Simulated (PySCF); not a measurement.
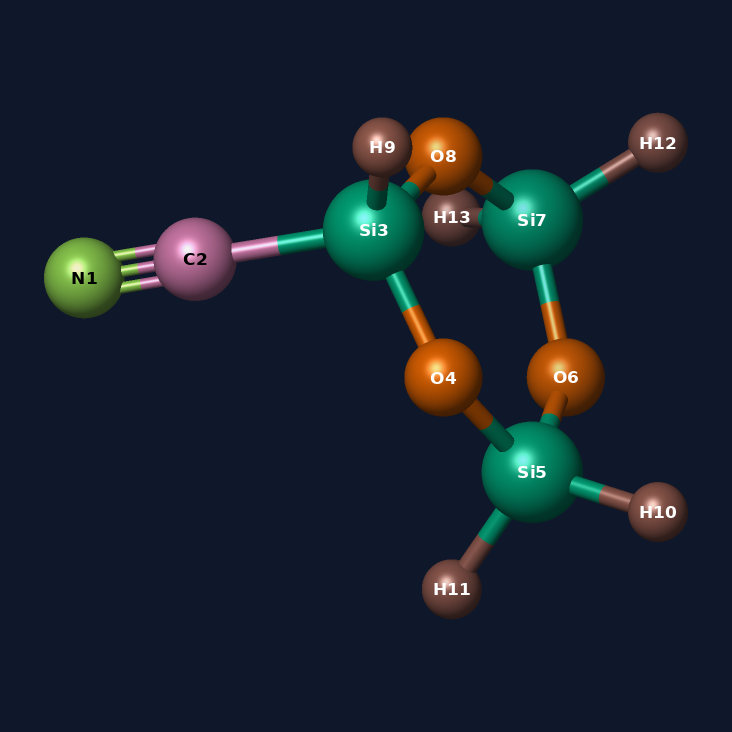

Computed geometry: PBE0-D3(BJ)/def2-SVP optimisation. No frequency run is at hand to confirm it as a minimum. Properties computed with delta-SCF UKS SCAN, pcX-2 on the ionised atom, pcseg-1 elsewhere, spin-free X2C (PySCF 2.14.0).

Give the core-electron binding energies (to vacuum; p and d levels without spin–orbit splitting) of N1 1s, C2 1s, Si3 1s, Si3 2p, O4 1s, Si5 1s, Si5 2p, O6 1s.

```tsv
atom	level	binding energy (eV)
N1	1s	405.6
C2	1s	292.0
Si3	1s	1849.3
Si3	2p	109.3
O4	1s	538.7
Si5	1s	1848.8
Si5	2p	108.9
O6	1s	538.5
```
